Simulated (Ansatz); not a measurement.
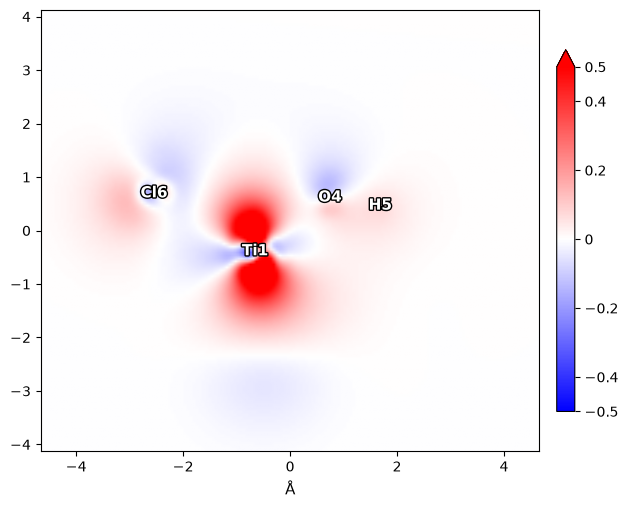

Figure 1: Cl2H2OTi···HCl. The LUMO on the plane of atoms O4, Ti1 and Cl6 (values in Å⁻³ᐟ²; the overall sign is arbitrary).

All numbers below come from Ansatz, RKS PBE0-D4/def2-SVP.

```xyz
8

Ti    0.1142   -0.6299   -0.7995
Cl    0.1314    0.7760    2.8102
Cl    2.1277    0.1026   -1.1388
O    -0.9700    0.5435   -0.1403
H    -0.9436    1.1345    0.6307
Cl   -0.7797   -1.9661   -2.2674
H     0.3250   -1.5419    0.5939
H     0.2685   -0.3676    2.2140
```

**Describe this orbital and give its energy.**

It lies mainly on Ti1 (about 80 %), Cl3 (about 10 %) and Cl6 (about 5 %). Its energy is −3.18 eV.
